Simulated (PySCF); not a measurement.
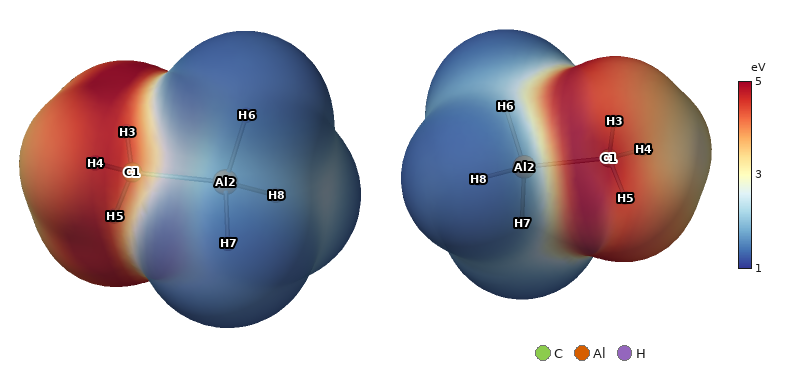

Figure 1: CH₆Al, charge −1, SMILES `[CH3][AlH3-]`. Average local ionisation energy on the surface of electron density 0.001 a.u. (back view left, front view right).

Method: BLYP/def2-SVPD; geometry: GFN2-xTB; program: PySCF. No frequency check shows the geometry to be a minimum.

Q: Where are the most loosely bound electrons on this surface?

A: The lowest value is 1.3 eV, 1.7 Å from H7, and at like points elsewhere. For comparison, the highest occupied orbital lies at −1.0 eV.

Q: What volume does the surface enclose?

A: About 110 Å³.

The PySCF run took 7.7 s on 1 thread of Arm Neoverse V1, with other jobs on the host, peak memory 0.36 GiB.
